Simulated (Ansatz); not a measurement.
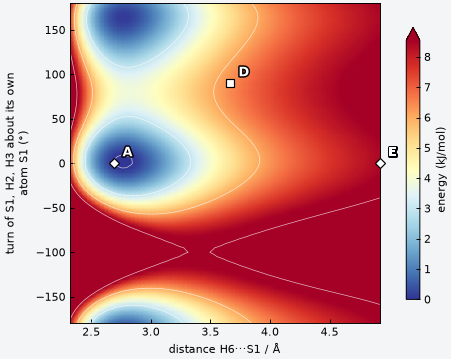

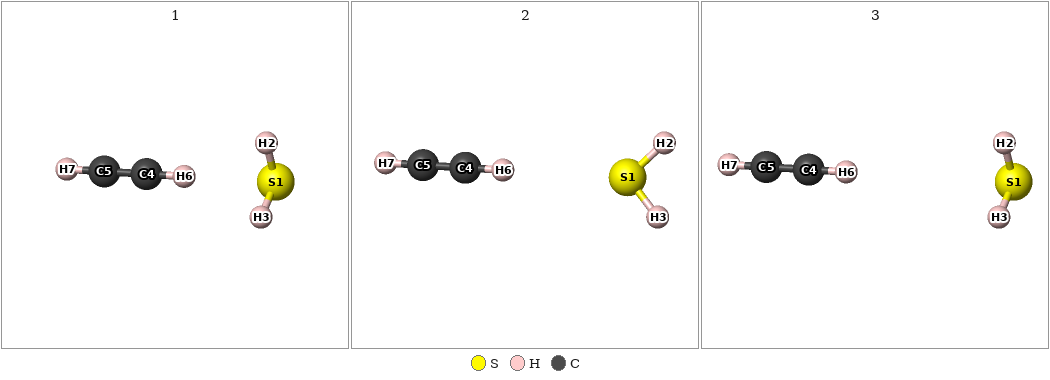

The pair H₂S···C₂H₂. 
- The turn is about an axis along (0.31, 0.95, −0.08) in the frame of the relaxed pair, normal to the line between the partners.
- Coordinates scanned: (1) distance H6···S1; (2) turn of S1, H2, H3 about its own atom S1.
- Grid: 9 × 8 points.
- Points are written as (first, second).
- Energies: kJ/mol, counted from the lowest grid point.
- Method: RKS wB97M-V/def2-SVPD (Ansatz).

Drawn: a smooth colour map with a few white contour lines, one colour for all values above the top of the scale, lettered points. Between grid points the surface is interpolated. The numbered pictures are the structures at these points, in random order.

Q: Which structure belongs to which point?

A: A is structure 1: (2.693 Å, 0°), 0.0 kJ/mol; D is structure 2: (3.666 Å, 90°), 6.4 kJ/mol; E is structure 3: (4.920 Å, 0°), 8.4 kJ/mol.
